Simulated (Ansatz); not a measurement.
**B8P8 wurtzite off sphere (B₈P₈H₂₂): the relaxed shape and its frontier levels**

What does B8P8 wurtzite off sphere (B₈P₈H₂₂) look like as a singlet, and where do its frontier electrons sit?

Method: RKS PBE0-D4/def2-TZVP; program: Ansatz 0.2.0, Gaussian basis.

Levels to be run: relaxation at PBE-D4/def2-SVP; a single point at PBE0-D4/def2-TZVP.

1 further run of the same task is left out (set aside as unsound or not needed).

### Step 1. Starting geometry

38 atoms, charge 0, spin multiplicity 1.

Atoms are counted from 1 here; the program's logs count them from 0.

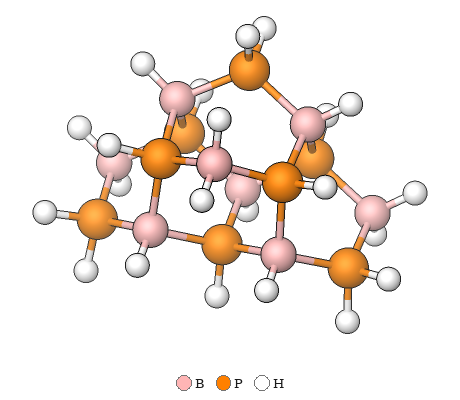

The starting geometry (boron pink, phosphorus orange, hydrogen white).

The start is a GFN2-xTB geometry.

### Step 2. Optimising with PBE-D4/def2-SVP

The input, in.yaml:

```yaml
crystal:
  periodic: [false, false, false]
  atoms:
    - {symbol: B, position_ang: [0.422220, -3.470740, -1.048280]}
    - {symbol: P, position_ang: [0.423640, -3.366350, 0.893330]}
    - {symbol: P, position_ang: [0.426470, -1.612040, -1.580380]}
    - {symbol: B, position_ang: [-1.173650, -0.676390, -0.999300]}
    - {symbol: B, position_ang: [0.420880, -1.601890, 1.684150]}
    - {symbol: P, position_ang: [-1.108530, -0.640380, 0.962730]}
    - {symbol: P, position_ang: [-1.182750, 1.178510, -1.577310]}
    - {symbol: B, position_ang: [-2.792830, 2.105510, -1.041750]}
    - {symbol: B, position_ang: [-1.174130, 1.163510, 1.686900]}
    - {symbol: P, position_ang: [-2.700630, 2.050100, 0.899290]}
    - {symbol: B, position_ang: [2.037070, -0.702020, -0.970270]}
    - {symbol: P, position_ang: [1.959490, -0.620640, 0.994090]}
    - {symbol: P, position_ang: [1.918980, 1.109180, -1.612470]}
    - {symbol: B, position_ang: [0.411510, 2.117570, -0.967360]}
    - {symbol: B, position_ang: [2.048350, 1.179660, 1.705550]}
    - {symbol: P, position_ang: [0.444820, 2.006490, 0.997490]}
    - {symbol: H, position_ang: [-0.578670, -4.003740, -1.408280]}
    - {symbol: H, position_ang: [1.417250, -4.010270, -1.414410]}
    - {symbol: H, position_ang: [-0.603520, -4.113390, 1.465080]}
    - {symbol: H, position_ang: [1.454880, -4.106680, 1.463630]}
    - {symbol: H, position_ang: [0.446920, -1.546380, -2.983280]}
    - {symbol: H, position_ang: [-2.154250, -1.241530, -1.371430]}
    - {symbol: H, position_ang: [0.405480, -1.628710, 2.871560]}
    - {symbol: H, position_ang: [-2.260000, -1.302180, 1.434410]}
    - {symbol: H, position_ang: [-1.116390, 1.166550, -2.980250]}
    - {symbol: H, position_ang: [-3.756600, 1.509210, -1.403870]}
    - {symbol: H, position_ang: [-2.758740, 3.237800, -1.404790]}
    - {symbol: H, position_ang: [-1.203240, 1.160580, 2.874400]}
    - {symbol: H, position_ang: [-3.859910, 1.530650, 1.469900]}
    - {symbol: H, position_ang: [-2.825940, 3.311670, 1.473200]}
    - {symbol: H, position_ang: [3.022420, -1.242990, -1.356660]}
    - {symbol: H, position_ang: [3.085330, -1.327930, 1.441200]}
    - {symbol: H, position_ang: [1.938400, 1.123300, -3.007700]}
    - {symbol: H, position_ang: [3.115780, 1.798230, -1.443270]}
    - {symbol: H, position_ang: [0.435260, 3.242540, -1.351000]}
    - {symbol: H, position_ang: [2.007210, 1.153450, 2.894500]}
    - {symbol: H, position_ang: [3.011730, 1.735160, 1.262030]}
    - {symbol: H, position_ang: [0.395690, 3.334590, 1.448610]}
basis:
  gaussian: {orbitals: def2-SVP}
hamiltonian: {xc: pbe, dispersion: d4}
scf: {lower_state_search: "off"}
output: {orbitals: {seedname: orbitals}}
relax: {f_tol: 0.03, max_steps: 70}
```

Started as:

```console
$ ansatz run in.yaml --threads 2 --pin off --events-out ev --progress --plain --max-ram 32768MiB --backend cuda --devices 0, --max-vram 18GiB
```

The runs that follow: Single point, PBE0-D4/def2-TZVP.

**Question.** What will the summary of the whole plan be? Wanted: point group; commonest bond, hydrogen aside; HOMO, LUMO at PBE0-D4/def2-TZVP; dipole at PBE-D4/def2-SVP.

As calculated:

| quantity | value |
| --- | --- |
| point group | Cs |
| commonest bond, hydrogen aside | B–P, 21 of mean length 1.964 Å |
| HOMO, LUMO at PBE0-D4/def2-TZVP | -7.14, -0.93 eV |
| dipole at PBE-D4/def2-SVP | 0.52 D |

The molecule keeps its bonding pattern by the stored test; the atoms moved 0.05 Å (rms). No usable vibrations, so a minimum isn't proven. Whether this spin is the lowest isn't tested here. The point group is read from a loosely relaxed geometry; soft torsions can leave it below the true symmetry.
